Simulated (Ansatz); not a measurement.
# KAg, from a guessed structure to a relaxed one

Starting from a made-up structure for KAg, the aim is the relaxed cell, its shortest contacts and, where a second run follows, its electronic structure.

Method: DFT, r2SCAN, plane-wave PAW, files of the set soft_1, scalar-relativistic, no spin, cell and ions relaxed at zero pressure; PAW set soft_1, in the first sound run; inputs show where later runs differ, in Ansatz 0.2.0.

## Step 1: The structure

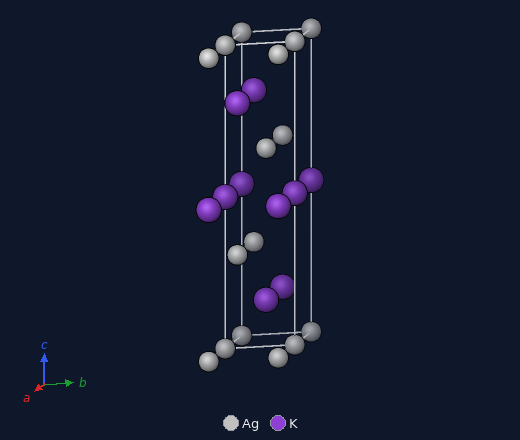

Start, viewed slightly off an axis; silver light grey, potassium purple. 2×1×1 cells are drawn. This picture shows the conventional cell, with its axes. Some periodic images of atoms are drawn too.

Coordinates:

```cif
data_structure
_symmetry_space_group_name_H-M 'P 1'
_symmetry_Int_Tables_number 1
_cell_length_a 6.3374
_cell_length_b 6.3374
_cell_length_c 6.3374
_cell_angle_alpha 38.196
_cell_angle_beta 38.196
_cell_angle_gamma 38.196
_cell_volume 87.39
loop_
_atom_site_label
_atom_site_type_symbol
_atom_site_fract_x
_atom_site_fract_y
_atom_site_fract_z
_atom_site_occupancy
Ag1 Ag 0.00000 0.00000 0.00000 1
K2 K 0.50000 0.50000 0.50000 1
```

## Step 2: Relaxation of the guess

The guess takes its coordinates from another compound and its volume from a rule, so the cell and any free coordinates are relaxed together.

Contents of input.yaml:

```yaml
crystal:
  lattice:
    - [2.0735, 1.197135783, 5.867666667]
    - [-2.0735, 1.197135783, 5.867666667]
    - [0.0, -2.394271566, 5.867666667]
  atoms:
    - { symbol: Ag, position: [0.0, 0.0, 0.0] }
    - { symbol: K, position: [0.5, 0.5, 0.5] }
kpoints:
  mp_grid: { grid: [8, 8, 8] }
scf:
  occupations: { method: fermi_dirac, width: 0.05 }
hamiltonian:
  xc: r2scan
  pseudopotentials: { kind: paw, azcp: { folder: soft_1 } }
relax:
  f_tol: 0.015
  max_steps: 70
  cell: {}
output:
  forces: true
  stress: true
```

On the command line:

```bash
$ ansatz run input.yaml --threads 4 --pin off --max-ram 8192MiB --backend cpu --events-out ev --progress --plain --runs-dir out
```

Numbers of over 12 decimals in the logs are rounded to 6 here.

What it wrote:

```text
basis.fft_grid_basis auto: the FFT boxes are laid along the combinations [[1, 0, -1], [0, 1, -1], [0, 0, 1]] of the cell's own vectors, 4.147, 4.147 and 6.337 Å long. The dense box has 32×32×48 points. Along the cell's own vectors, as sized, it would have 48×48×48, 2.25 times as many. Of the 12 symmetry operations that the crystal satisfies within crystal.symmetry.tolerance (time reversal apart; of a slab, those that [...]
Engine: ansatz 0.2.0, aarch64-unknown-linux-gnu
Pseudopotentials: kind: paw
Pseudopotential: Ag, paw, valence charge 19, recommended cutoff 500 eV (meta_gga), soft_1/Ag.paw.azcp
Pseudopotential: K, paw, valence charge 9, recommended cutoff 500 eV (meta_gga), soft_1/K.paw.azcp
Functional definition: r2SCAN
  parameter k0 = 0.174
  parameter k1 = 0.065
  parameter a1 = 4.9479
  exchange = r2scan_x(k0 = k0, k1 = k1, a1 = a1)
  correlation = r2scan_c
Crystal: 2 atoms, lattice volume = 87.390 Å³
Basis set: ecut = 500 eV, 2223 PW (Γ), FFT grids on a1−a3, a2−a3, a3, exchange–correlation on 128×128×192 points (64 copies of the dense FFT grid, shifted against one another)
Bands: 18, of which v1, the nominal top of the filled ones, is band 14 counted from 1 (13 counted from 0)
Symmetry: 12 space group operations
Space group: R-3m (ITA 166), of the structure as read, at distance tolerance 4.4e-5 Å
k-points: 65 of 512
Non-local potential: Ag, projectors of the file, l = 0: 3, l = 1: 2, l = 2: 2, l = 3: 1
Non-local potential: K, projectors of the file, l = 0: 3, l = 1: 2, l = 2: 2
PAW form: soft (Blöchl's): semilocal exchange-correlation on the pseudo side does not see the compensation charge
PAW frozen core: Ag, regenerated for the run's functional (the file was generated under x = pbe(κ = 0.804, μ = 0.219515), c = pbe(β = 0.066725))
PAW frozen core: K, regenerated for the run's functional (the file was generated under x = pbe(κ = 0.804, μ = 0.219515), c = pbe(β = 0.066725))
PAW one-centre angular grid: Ag, 590 points (default); XC on 160 Gauss nodes
PAW one-centre angular grid: K, 302 points (default); XC on 160 Gauss nodes
Initial density: superposition of atomic densities (chi_scale 0.1, normalization cell, long waves kept (reshape's long-wave potential 0.01 eV rms))
Initial wavefunctions: pseudopotential atomic-orbital guess
Functional: x = r2scan, c = r2scan; τ floored in thin density (d = 2e-4 eV/Å³)
SCF iter   1: F=—  HF=-9146.729915 eV  |F-HF|=—  |Δ(HF+E_count)|=         —  Δρ=5.91e-2  dr2=4.99e0  dr2_τ=9.43e-2  ethr=3.10e-3  ⟨swp⟩=7.0  Hψ=6577  notcnv=0
preconditioner: auto → Kerker (q_TF=auto, 2.257 Å⁻¹)  [metal: Δε(μ)=0.023 eV  Ē_g=4.306 eV  σ=0.050 eV  W_gap=0.11  n_scr=16 (ndim 8)  ℏωp=13.8 eV  f_vac=0.001  D(μ)=1.50/eV (n_scr^D=2)]
SCF iter   2: F=—  HF=-9145.674325 eV  |F-HF|=—  |Δ(HF+E_count)|=    1.06e0  Δρ=1.62e-2  dr2=3.92e-1  dr2_τ=4.47e-2  ethr=3.10e-3  ⟨swp⟩=2.6  Hψ=2915  notcnv=0
SCF iter   3: F=—  HF=-9145.635561 eV  |F-HF|=—  |Δ(HF+E_count)|=   3.88e-2  Δρ=8.40e-3  dr2=1.56e-1  dr2_τ=2.38e-3  ethr=1.40e-3  ⟨swp⟩=2.2  Hψ=1849  notcnv=0
SCF iter   4: F=—  HF=-9145.604676 eV  |F-HF|=—  |Δ(HF+E_count)|=   3.09e-2  Δρ=2.65e-3  dr2=1.22e-2  dr2_τ=3.99e-4  ethr=5.56e-4  ⟨swp⟩=4.1  Hψ=2510  notcnv=0
SCF iter   5: F=—  HF=-9145.603757 eV  |F-HF|=—  |Δ(HF+E_count)|=   9.19e-4  Δρ=9.77e-4  dr2=1.02e-3  dr2_τ=6.04e-5  ethr=4.36e-5  ⟨swp⟩=2.6  Hψ=2471  notcnv=0
SCF iter   6: F=—  HF=-9145.604661 eV  |F-HF|=—  |Δ(HF+E_count)|=   9.04e-4  Δρ=2.05e-4  dr2=5.22e-5  dr2_τ=3.03e-6  ethr=3.65e-6  ⟨swp⟩=2.0  Hψ=2070  notcnv=0
SCF iter   7: F=—  HF=-9145.604742 eV  |F-HF|=—  |Δ(HF+E_count)|=   8.13e-5  Δρ=6.69e-5  dr2=8.71e-6  dr2_τ=2.64e-7  ethr=1.87e-7  ⟨swp⟩=2.0  Hψ=1768  notcnv=0
SCF iter   8: F=—  HF=-9145.604749 eV  |F-HF|=—  |Δ(HF+E_count)|=   7.37e-6  Δρ=2.06e-5  dr2=7.03e-7  dr2_τ=2.74e-8  ethr=3.11e-8  ⟨swp⟩=2.0  Hψ=1551  notcnv=0
SCF iter   9: F=-9145.604750 eV  HF=-9145.604750 eV  |F-HF|=6.21e-8  |Δ(HF+E_count)|=   6.23e-7  Δρ=7.36e-6  dr2=7.03e-8  dr2_τ=1.59e-9  ethr=3.57e-10  ⟨swp⟩=5.0  Hψ=4222  notcnv=0
SCF 1 converged in 9 iterations: F = -9145.604750 eV  dr2 = 7.03e-8
  greatest PAW one-centre occupation: 1.003 electrons in one spin orbital (limit 2), on the Ag atom at site 0 (counted from 0), in its partial waves of l = 0
relax step   1: F+E_penalty+E_count = -9145.60475002 eV  Δ(F+E_penalty+E_count) = +0.000e0 eV  max|allowed force component| = 2.104e-29 eV/Å  Δτ_max = 0.0000 Å  P = -1.769 GPa  Ω = 87.390 Å³  (9 SCF iters, dr2 threshold 1.00e-7 eV, accepted)
Crystal: 2 atoms, lattice volume = 83.433 Å³
Basis set: ecut = 500 eV, 2133 PW (Γ), FFT grids on a1−a3, a2−a3, a3, exchange–correlation on 128×128×192 points (64 copies of the dense FFT grid, shifted against one another)
Initial density: handed on by an earlier stage of this run
Initial wavefunctions: those handed on with the density
iter 1 solved again at ethr=1.69e-5 eV; its pass at ethr=3.10e-3 eV (dr2=4.73e-3 eV) is discarded
SCF iter   1: F=—  HF=-9145.609668 eV  |F-HF|=—  |Δ(HF+E_count)|=         —  Δρ=2.47e-3  dr2=4.92e-3  dr2_τ=9.74e-2  ethr=1.69e-5  ⟨swp⟩=2.4  Hψ=8220  notcnv=0
preconditioner: auto → LDOS  [metal: Δε(μ)=0.012 eV  Ē_g=10.742 eV  σ=0.050 eV  W_gap=0.06  n_scr=16 (ndim 8)  ℏωp=17.2 eV  f_vac=0.080  D(μ)=1.16/eV (n_scr^D=2)  β→1.0]
SCF iter   2: F=—  HF=-9145.721721 eV  |F-HF|=—  |Δ(HF+E_count)|=   1.12e-1  Δρ=3.82e-3  dr2=9.93e-3  dr2_τ=4.32e-4  ethr=1.69e-5  ⟨swp⟩=2.6  Hψ=2392  notcnv=0
SCF iter   3: F=—  HF=-9145.719138 eV  |F-HF|=—  |Δ(HF+E_count)|=   2.58e-3  Δρ=8.53e-4  dr2=3.74e-4  dr2_τ=1.86e-5  ethr=1.69e-5  ⟨swp⟩=2.0  Hψ=2525  notcnv=0
SCF iter   4: F=—  HF=-9145.719168 eV  |F-HF|=—  |Δ(HF+E_count)|=   2.96e-5  Δρ=7.06e-5  dr2=5.19e-6  dr2_τ=5.19e-7  ethr=1.33e-6  ⟨swp⟩=2.0  Hψ=2085  notcnv=0
SCF iter   5: F=—  HF=-9145.719165 eV  |F-HF|=—  |Δ(HF+E_count)|=   3.12e-6  Δρ=1.64e-5  dr2=2.70e-7  dr2_τ=1.52e-8  ethr=1.85e-8  ⟨swp⟩=2.0  Hψ=1683  notcnv=0
SCF iter   6: F=-9145.719165 eV  HF=-9145.719165 eV  |F-HF|=1.34e-8  |Δ(HF+E_count)|=   5.11e-7  Δρ=4.32e-6  dr2=1.84e-8  dr2_τ=2.64e-9  ethr=7.14e-10  ⟨swp⟩=4.4  Hψ=3836  notcnv=0
SCF 2 converged in 6 iterations: F = -9145.719165 eV  dr2 = 1.84e-8
relax step   2: F+E_penalty+E_count = -9145.71916528 eV  Δ(F+E_penalty+E_count) = -1.144e-1 eV  max|allowed force component| = 2.104e-30 eV/Å  Δτ_max = 0.0000 Å  P = -1.390 GPa  Ω = 83.433 Å³  energy of the carried Pulay correction = +4.876e-4 eV  (6 SCF iters, dr2 threshold 2.00e-7 eV, accepted)
Crystal: 2 atoms, lattice volume = 79.596 Å³
Basis set: ecut = 500 eV, 2029 PW (Γ), FFT grids on a1−a3, a2−a3, a3, exchange–correlation on 128×128×192 points (64 copies of the dense FFT grid, shifted against one another)
iter 1 solved again at ethr=1.73e-5 eV; its pass at ethr=3.10e-3 eV (dr2=4.84e-3 eV) is discarded
SCF iter   1: F=—  HF=-9145.707296 eV  |F-HF|=—  |Δ(HF+E_count)|=         —  Δρ=2.51e-3  dr2=5.02e-3  dr2_τ=1.06e-1  ethr=1.73e-5  ⟨swp⟩=2.5  Hψ=8201  notcnv=0
preconditioner: auto → LDOS  [metal: Δε(μ)=0.120 eV  Ē_g=10.844 eV  σ=0.050 eV  W_gap=0.47  n_scr=14 (ndim 8)  ℏωp=17.7 eV  f_vac=0.089  D(μ)=0.87/eV (n_scr^D=2)  β→1.0]
SCF iter   2: F=—  HF=-9145.821466 eV  |F-HF|=—  |Δ(HF+E_count)|=   1.14e-1  Δρ=3.99e-3  dr2=1.03e-2  dr2_τ=4.94e-4  ethr=1.73e-5  ⟨swp⟩=2.5  Hψ=2393  notcnv=0
SCF iter   3: F=—  HF=-9145.818830 eV  |F-HF|=—  |Δ(HF+E_count)|=   2.64e-3  Δρ=1.08e-3  dr2=6.13e-4  dr2_τ=2.84e-5  ethr=1.73e-5  ⟨swp⟩=2.0  Hψ=2146  notcnv=0
SCF iter   4: F=—  HF=-9145.818783 eV  |F-HF|=—  |Δ(HF+E_count)|=   4.68e-5  Δρ=7.11e-5  dr2=7.53e-6  dr2_τ=7.36e-7  ethr=2.19e-6  ⟨swp⟩=2.0  Hψ=2081  notcnv=0
SCF iter   5: F=—  HF=-9145.818779 eV  |F-HF|=—  |Δ(HF+E_count)|=   4.47e-6  Δρ=1.97e-5  dr2=6.06e-7  dr2_τ=1.76e-8  ethr=2.69e-8  ⟨swp⟩=2.5  Hψ=1727  notcnv=0
SCF iter   6: F=-9145.818779 eV  HF=-9145.818779 eV  |F-HF|=1.87e-8  |Δ(HF+E_count)|=   4.00e-7  Δρ=5.42e-6  dr2=3.65e-8  dr2_τ=1.70e-9  ethr=7.14e-10  ⟨swp⟩=4.5  Hψ=3921  notcnv=0
SCF 3 converged in 6 iterations: F = -9145.818779 eV  dr2 = 3.65e-8
relax step   3: F+E_penalty+E_count = -9145.81877913 eV  Δ(F+E_penalty+E_count) = -9.961e-2 eV  max|allowed force component| = 1.178e-28 eV/Å  Δτ_max = 0.0000 Å  P = -0.892 GPa  Ω = 79.596 Å³  energy of the carried Pulay correction = +9.821e-4 eV  (6 SCF iters, dr2 threshold 2.00e-7 eV, accepted)
[...]
relax step   4: F+E_penalty+E_count = -9145.89600989 eV  Δ(F+E_penalty+E_count) = -7.723e-2 eV  max|allowed force component| = 3.445e-29 eV/Å  Δτ_max = 0.0000 Å  P = -0.254 GPa  Ω = 76.441 Å³  energy of the carried Pulay correction = +1.409e-3 eV  (6 SCF iters, dr2 threshold 2.00e-7 eV, accepted)
[...]
relax step   5: F+E_penalty+E_count = -9145.95251828 eV  Δ(F+E_penalty+E_count) = -5.651e-2 eV  max|allowed force component| = 4.733e-30 eV/Å  Δτ_max = 0.0000 Å  P = +0.399 GPa  Ω = 74.405 Å³  energy of the carried Pulay correction = +1.699e-3 eV  (7 SCF iters, dr2 threshold 2.00e-7 eV, accepted)
[...]
relax step   6: F+E_penalty+E_count = -9146.00905097 eV  Δ(F+E_penalty+E_count) = -5.653e-2 eV  max|allowed force component| = 4.602e-30 eV/Å  Δτ_max = 0.0000 Å  P = +0.360 GPa  Ω = 77.263 Å³  energy of the carried Pulay correction = +1.336e-3 eV  (8 SCF iters, dr2 threshold 2.00e-7 eV, accepted)
[...]
relax step   7: F+E_penalty+E_count = -9146.03681960 eV  Δ(F+E_penalty+E_count) = -2.777e-2 eV  max|allowed force component| = 8.415e-30 eV/Å  Δτ_max = 0.0000 Å  P = +0.296 GPa  Ω = 79.345 Å³  energy of the carried Pulay correction = +1.087e-3 eV  (8 SCF iters, dr2 threshold 2.00e-7 eV, accepted)
[...]
relax step   8: F+E_penalty+E_count = -9146.04305155 eV  Δ(F+E_penalty+E_count) = -6.232e-3 eV  max|allowed force component| = 5.259e-31 eV/Å  Δτ_max = 0.0000 Å  P = +0.054 GPa  Ω = 81.701 Å³  energy of the carried Pulay correction = +8.005e-4 eV  (8 SCF iters, dr2 threshold 2.00e-7 eV, accepted)
[...]
relax step   9: F+E_penalty+E_count = -9146.04329448 eV  Δ(F+E_penalty+E_count) = -2.429e-4 eV  max|allowed force component| = 1.578e-30 eV/Å  Δτ_max = 0.0000 Å  P = -0.004 GPa  Ω = 82.238 Å³  energy of the carried Pulay correction = +7.370e-4 eV  (7 SCF iters, dr2 threshold 1.52e-8 eV, accepted)
Basis set: ecut = 500 eV, 2085 PW (Γ), FFT grids on a1−a3, a2−a3, a3, exchange–correlation on 144×144×144 points (64 copies of the dense FFT grid, shifted against one another)
Initial wavefunctions: pseudopotential atomic-orbital guess (no wavefunctions were taken with the density)
iter 1 solved again at ethr=8.62e-8 eV; its pass at ethr=3.10e-3 eV (dr2=2.41e-5 eV) is discarded
SCF iter   1: F=—  HF=-9146.046363 eV  |F-HF|=—  |Δ(HF+E_count)|=         —  Δρ=4.69e-4  dr2=2.39e-5  dr2_τ=1.66e-4  ethr=8.62e-8  ⟨swp⟩=3.1  Hψ=9061  notcnv=0
preconditioner: auto → none  [insulator: Δε(μ)=1.083 eV  Ē_g=10.928 eV  σ=0.050 eV  W_gap=1.00  n_scr=14 (ndim 8)  ℏωp=17.4 eV  f_vac=0.131  D(μ)=0.00/eV (n_scr^D=0)  ε∞_Penn≈3.5]
SCF iter   2: F=—  HF=-9146.046768 eV  |F-HF|=—  |Δ(HF+E_count)|=   4.04e-4  Δρ=2.25e-4  dr2=5.64e-6  dr2_τ=7.59e-6  ethr=8.53e-8  ⟨swp⟩=2.0  Hψ=2080  notcnv=0
SCF iter   3: F=—  HF=-9146.046859 eV  |F-HF|=—  |Δ(HF+E_count)|=   9.10e-5  Δρ=7.56e-5  dr2=3.55e-6  dr2_τ=5.04e-7  ethr=2.01e-8  ⟨swp⟩=3.0  Hψ=2087  notcnv=0
SCF iter   4: F=—  HF=-9146.046856 eV  |F-HF|=—  |Δ(HF+E_count)|=   2.12e-6  Δρ=1.45e-5  dr2=3.13e-8  dr2_τ=3.66e-8  ethr=1.27e-8  ⟨swp⟩=2.0  Hψ=1560  notcnv=0
SCF iter   5: F=—  HF=-9146.046854 eV  |F-HF|=—  |Δ(HF+E_count)|=   1.95e-6  Δρ=1.59e-6  dr2=1.13e-9  dr2_τ=1.15e-9  ethr=1.12e-10  ⟨swp⟩=2.0  Hψ=2081  notcnv=0
SCF iter   6: F=—  HF=-9146.046854 eV  |F-HF|=—  |Δ(HF+E_count)|=   1.69e-9  Δρ=2.90e-7  dr2=3.19e-11  dr2_τ=1.98e-11  ethr=4.02e-12  ⟨swp⟩=3.0  Hψ=2005  notcnv=0
SCF iter   7: F=-9146.046854 eV  HF=-9146.046854 eV  |F-HF|=9.09e-12  |Δ(HF+E_count)|=  8.91e-11  Δρ=5.13e-8  dr2=7.19e-13  dr2_τ=8.31e-13  ethr=1.00e-12  ⟨swp⟩=5.7  Hψ=4793  notcnv=0
SCF 10 converged in 7 iterations: F = -9146.046854 eV  dr2 = 7.19e-13
relax step  10: F+E_penalty+E_count = -9146.04685447 eV  Δ(F+E_penalty+E_count) = -3.560e-3 eV  max|allowed force component| = 5.259e-31 eV/Å  Δτ_max = 0.0000 Å  P = +0.004 GPa  Ω = 82.238 Å³  stress off target by 2.61e-2 GPa  SCF on the basis re-selected at this cell (its energy is not comparable with the rows above)  (7 SCF iters)
basis re-selected at this cell: Δ(F+E_penalty+E_count) = -3.560e-3 eV, ΔP = +0.008 GPa vs the last step (what re-selecting the basis moved, of the pressure what is left beyond the Pulay correction that the steps carried, after the strain that the cell walked since its last selection, with what the two solves' SCF thresholds leave and, on support functions, any second-order correction that the steps lacked; it is no measure of the basis error at this ecutwfc). The dense FFT grid was sized anew with the basis: this SCF ran on 36×36×36 points, the steps before it on 32×32×48, so part of this shift can come from that change (see relax.cell in the input reference). [rest of the remark cut]
SCF converged after 7 iterations
Free energy (F): -9146.046854 eV
Harris-Foulkes:  -9146.046854 eV  (|F-HF|=9.09e-12)
Internal energy: -9146.046854 eV  (E = F + TS)
E sigma→0 (E₀):  -9146.046854 eV
Entropy (-TS):   -0.000001 eV (-0.000 meV/atom)
Fermi energy:    4.220175 eV
--- Per-component energies (eV) ---
  E_band       = -600.119327
  E_kinetic    = 725.904092
  E_local      = -4285.987732  (includes V_loc(G=0)·N_el)
  E_nonlocal   = 46.218627
  E_hartree    = 1923.171501
  E_xc         = -283.555635
  E_vxc        = -408.454063  (∫ρ·V_xc dr)
  E_paw        = -4768.756202  (= ΣΔE_a)
  E_vpaw       = -552.679659  (= ΣTr[D̂ρ^β])
  E_aug_tail   = 0.000151  (compensation charges beyond the density's cutoff)
  E_vtau       = 28.536297  (kinetic-family band-sum trace: ∫τ·v_τ [+ j·A + Jᵃ·Aᵃ] dr)
  E_ewald      = -2502.336164
  E_core_change = -0.705491  (= ΣΔE_core)
  E_smearing   = -0.000001  (= −TS)
  E_closure    = -0.000000  (closes the sum)
  Σ components = -9146.046854   (vs F -9146.046854, Δ=0.00e0)
--- Forces (eV/Å), atoms counted from 1 ---
  atom   1  Ag    -0.00000000     0.00000000    -0.00000000
  atom   2  K     -0.00000000     0.00000000     0.00000000
  max |Σ_I F_I| component: 1.05e-30 eV/Å
--- Stress (GPa, compression-positive) ---
        0.019606       0.000000       0.000000
        0.000000       0.019606      -0.000000
        0.000000      -0.000000      -0.026092
  P = ⅓ Tr σ = 0.0044 GPa (0.044 kbar)
--- Relaxed structure (9 steps of the walk, 9 accepted, 1 SCFs on fresh bases) ---
  F+E_penalty+E_count = -9146.04685447 eV   max|allowed force component| = 5.259e-31 eV/Å   (the final SCF, on the basis selected at the relaxed cell)
  cell:  # Å, volume = 82.2383 Å³
    - [2.430176, 1.403063, 4.019833]
    - [-2.430176, 1.403063, 4.019833]
    - [0, -2.806126, 4.019833]
  atoms:
    - { symbol: Ag, position: [0, 0, 0] }
    - { symbol: K, position: [0.500000, 0.500000, 0.500000] }
```

Elapsed: 62 s, on 4 threads of Arm Neoverse N1, shared host; peak memory 0.66 GiB; 4 min of CPU time.

Step by step:

```csv
step,energy less that of the first step (eV),largest force component (eV/Å),pressure (GPa),volume (Å³)
1,0.0000,0.0000,-1.77,87.39
2,-0.1144,0.0000,-1.39,83.43
3,-0.2140,0.0000,-0.89,79.60
4,-0.2913,0.0000,-0.25,76.44
5,-0.3478,0.0000,0.40,74.40
6,-0.4043,0.0000,0.36,77.26
7,-0.4321,0.0000,0.30,79.34
8,-0.4383,0.0000,0.05,81.70
9,-0.4385,0.0000,0.00,82.24
10*,-0.4421,0.0000,0.00,82.24
```

Relaxation steps marked * repeat the geometry before them on a plane-wave basis chosen anew for their cell, so energy and pressure can jump there.

Forces are held to the 12 operations that the run works with; a distortion that breaks them can't arise in this run.

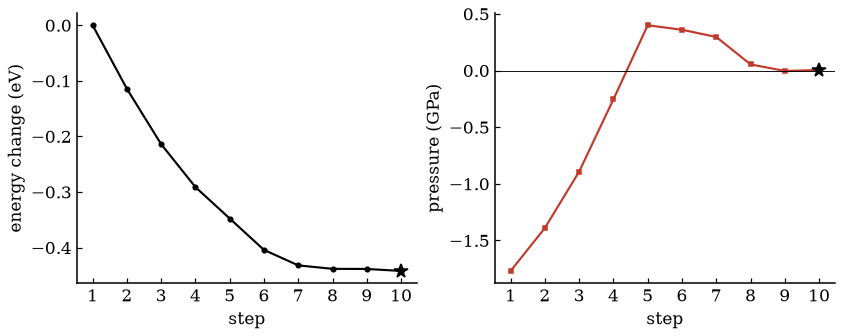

Energy and pressure along the relaxation. Stars mark steps on a basis chosen anew.

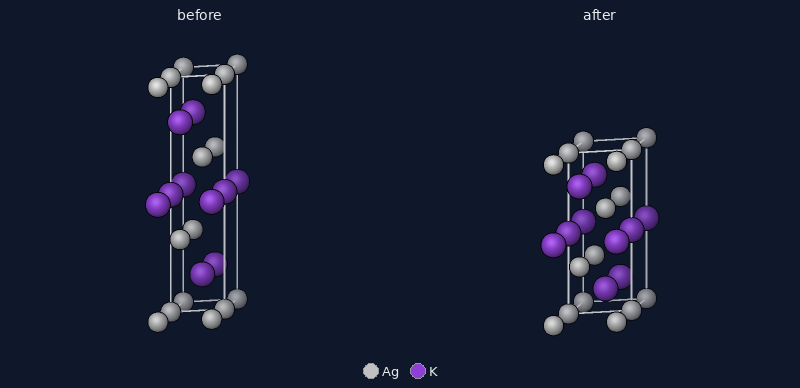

The structure before and after the relaxation, drawn at the same scale.

```csv
cell as run,before,after,change
a (Å),6.337,4.902,-22.6 %
b (Å),6.337,4.902,-22.6 %
c (Å),6.337,4.902,-22.6 %
α (°),38.20,59.43,+55.6 %
β (°),38.20,59.43,+55.6 %
γ (°),38.20,59.43,+55.6 %
volume (Å³/atom),43.70,41.12,-5.9 %
```

Final coordinates:

```cif
data_structure
_symmetry_space_group_name_H-M 'P 1'
_symmetry_Int_Tables_number 1
_cell_length_a 4.9024
_cell_length_b 4.9024
_cell_length_c 4.9024
_cell_angle_alpha 59.434
_cell_angle_beta 59.434
_cell_angle_gamma 59.434
_cell_volume 82.24
loop_
_atom_site_label
_atom_site_type_symbol
_atom_site_fract_x
_atom_site_fract_y
_atom_site_fract_z
_atom_site_occupancy
Ag1 Ag 0.00000 0.00000 0.00000 1
K2 K 0.50000 0.50000 0.50000 1
```

Numbers from this step:

```
free energy         : -9146.0469 eV
Fermi energy        : 4.220 eV
gap by band count   : 1.083 eV
electrons           : 28
symmetry operations : 12
pressure            : 0.004373 GPa
```

The shortest distance of each pair, which need not be the same contact before and after:

| pair | guess (Å) | relaxed (Å) |
| --- | --- | --- |
| Ag–K | 3.787 | 3.452 |
| Ag–Ag | 4.147 | 4.860 |
| K–K | 4.147 | 4.860 |

The relaxation ends with a pressure of 0.00 GPa.

(Continued in part 2 of 2.)

[Logs are printed without paths, hosts, clocks, repeated set-up lines and the standing remarks that a program may print on its own settings, such as how far it seeks lower states.]

[Hosts, paths, dates, database ids (printed as entryN), source tags and the programs' standing remarks are cut or masked in the printed files.]
